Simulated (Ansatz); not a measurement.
```tsv
atom	x (Å)	y (Å)	z (Å)
O	0.0668	-0.2474	0.1609
S	-1.6636	0.1000	0.4426
Si	-0.0414	1.3856	-0.5102
```

Geometry: B3LYP-D3(BJ)/def2-SVPD; the highest occupied orbital lies above zero, a sign that basis and functional describe the outermost electron poorly.

Theory: isolated molecule in a Gaussian basis; Kohn-Sham density functional theory, functional PBE0 (Ansatz).

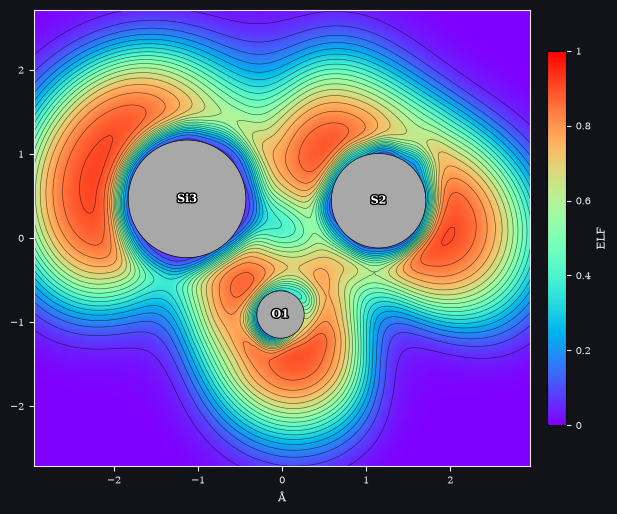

OSSi (SMILES O1[Si-]=[S]1) (charge −1, doublet). ELF on the molecular plane. Grey discs cover the atomic cores.

Question: Read the bonding off the picture.

Answer:
- Atoms in the plane: O, S and Si.
- Si–O (1.77 Å): the ELF peaks at about 0.85 between the atoms, as expected for a polar covalent bond.
- S–O (1.79 Å): the ELF peaks at about 0.75 between the atoms: a polar covalent bond.
- Si–S (2.28 Å): the ELF peaks at about 0.65 between the atoms.
- The ELF also peaks beside O1, S2 and Si3, away from the bonds: non-bonding electrons, paired or unpaired.
